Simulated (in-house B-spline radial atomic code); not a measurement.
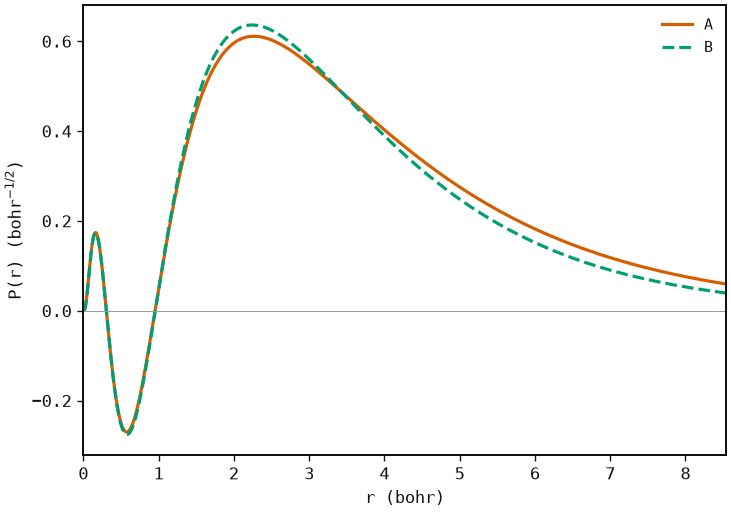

Atomic lanthanum (La) in [Xe] 5d1 6s2 (high spin) was computed by two methods: Hartree-Fock; exchange-only LDA. Both runs are scalar-relativistic, spin-polarised and spherical. Computed with an in-house B-spline radial code.

The plot shows P(r) = r R(r) of the 5d up orbital in both runs.

Question: Assign A and B.

Answer: A is exchange-only LDA (⟨r⟩ = 3.05 bohr, eigenvalue −2.53 eV); B is Hartree-Fock (⟨r⟩ = 2.89 bohr, eigenvalue −6.44 eV).
